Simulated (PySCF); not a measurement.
# C5H10SSi: electronic excitations

Aim: predict the electronic excitations of C5H10SSi (`[SiH3]SC12CC(C1)C2`).

The runs use PySCF 2.14.0, with density-fitted response routines of our own; the level of theory stands in each step. All values are computed, except where a source is named. Atoms are numbered from 0 throughout.

## Step 1: The starting structure

17 atoms, charge 0, multiplicity 1; geometry from: GFN2-xTB.

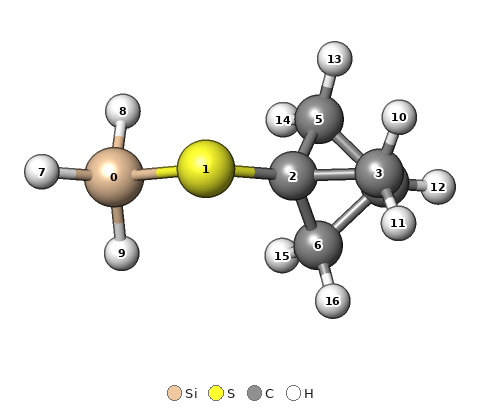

The starting geometry (silicon light orange, sulfur yellow, carbon grey, hydrogen white), atoms numbered.

## Step 2: Ultraviolet spectrum: CAM-B3LYP/def2-SVPD

The job: settings as JSON, then the geometry in Å.

```
{"job": {"kind": "uv", "xc": "CAM-B3LYP", "basis": "def2-SVPD", "nstates": 8, "ntriplets": 3}, "charge": 0, "multiplicity": 1}
Si     2.790089    -0.131635     0.279756
S      1.400260     1.353094    -0.387031
C     -0.159220     0.493507    -0.124067
C     -1.547679     1.075524    -0.429666
C     -1.786743    -0.338526     0.123606
C     -0.738318    -0.026995     1.203410
C     -0.634609    -0.818037    -0.773616
H      4.073951     0.515954     0.089488
H      2.511881    -0.434705     1.679228
H      2.630037    -1.323970    -0.545129
H     -1.868915     1.911590     0.185994
H     -1.781719     1.246336    -1.477193
H     -2.742607    -0.827816     0.269065
H     -1.000139     0.720317     1.948336
H     -0.232072    -0.876051     1.658496
H     -0.120256    -1.728063    -0.470988
H     -0.800939    -0.798493    -1.847821
```

With the program's defaults for keys left out, this is: TDDFT CAM-B3LYP/def2-SVPD, vertical, gas phase, core orbitals frozen in the response.

Command:

```sh
$ OMP_NUM_THREADS=1 python probes_run.py task.json out
```

This one command runs all jobs of the session in turn.

Predict these results of the whole session: lowest singlet (CAM-B3LYP/def2-SVPD); brightest single state of those computed; lowest triplet; surface potential, least and greatest.

**Answer**, as computed:

| quantity | value |
| --- | --- |
| lowest singlet (CAM-B3LYP/def2-SVPD) | 5.74 eV (216 nm), f = 0.011 |
| brightest single state of those computed | state 8, 7.62 eV, f = 0.126 |
| lowest triplet | 5.41 eV |
| surface potential, least and greatest | -1.00 V and 0.96 V |

What this shows: The first singlet state (HOMO→LUMO 0.73, HOMO→LUMO+3 0.10) lies at 5.74 eV and is weak; of the 8 states computed, the strongest absorption comes from state 8 at 7.62 eV (the last computed, so partners may be missing). The lowest triplet lies 0.33 eV below the lowest singlet (triplets in Tamm-Dancoff, singlets in full TDDFT).
